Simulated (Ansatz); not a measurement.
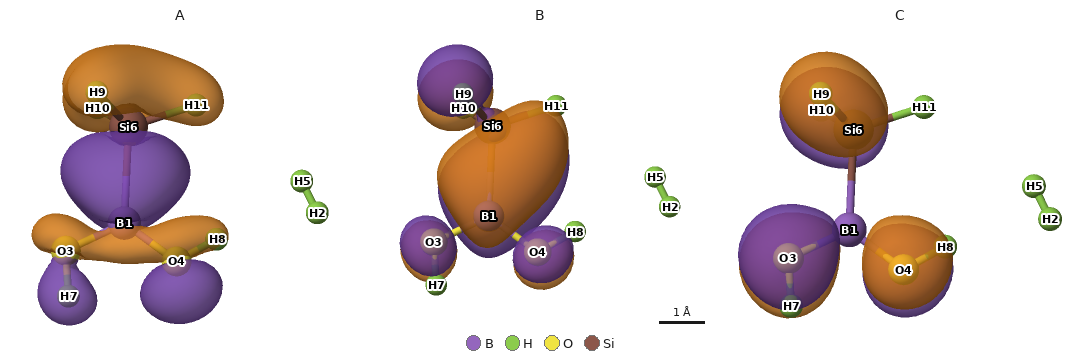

The picture shows: BH$_{5}$O$_{2}$Si···H$_{2}$. Three frontier orbitals at ±0.08 Å⁻³ᐟ² (orange and purple are the two phases), in no order.

The product side of a reaction path; geometry: PBE0-D4/def2-TZVP.

Computed with RKS PBE0-D4/def2-TZVPP (Ansatz).

Input file:

```
crystal:
  periodic: [false, false, false]
  atoms:
    - {symbol: B, position_ang: [-0.933254, 0.301342, -0.396476]}
    - {symbol: H, position_ang: [2.346093, 1.703203, 1.528134]}
    - {symbol: O, position_ang: [-2.151657, 0.343230, -0.993345]}
    - {symbol: O, position_ang: [-0.427765, 1.462600, 0.111577]}
    - {symbol: H, position_ang: [2.375410, 0.966252, 1.403715]}
    - {symbol: Si, position_ang: [0.026212, -1.493236, -0.316457]}
    - {symbol: H, position_ang: [-2.531667, 1.229567, -0.986584]}
    - {symbol: H, position_ang: [0.435399, 1.370427, 0.520770]}
    - {symbol: H, position_ang: [0.291322, -2.027890, -1.679889]}
    - {symbol: H, position_ang: [-0.771547, -2.502637, 0.431622]}
    - {symbol: H, position_ang: [1.341455, -1.352759, 0.376934]}
basis:
  gaussian: {orbitals: def2-TZVPP}
hamiltonian: {xc: pbe0, dispersion: d4}
output: {orbitals: {seedname: orbitals}}
```

Launched as:

```sh
ansatz run in.yaml --threads 4 --pin off --events-out ev --progress --plain --max-ram 9574MiB
```

Order the three orbitals by energy and name them.

Answer. C is the HOMO−1 (−9.48 eV). It lies mainly on O3 (about 40 %), O4 (about 25 %), Si6 (about 10 %), H9 (about 5 %) and H10 (about 5 %). A is the HOMO (−8.28 eV). It lies mainly on Si6 (about 35 %), B1 (about 30 %) and O4 (about 15 %). B is the LUMO (−0.20 eV). Its weight (Hirshfeld) is mainly on B1 (about 35 %), Si6 (about 30 %), O4 (about 10 %) and O3 (about 10 %).

What is the HOMO–LUMO gap?

Answer. 8.08 eV between the orbital energies.
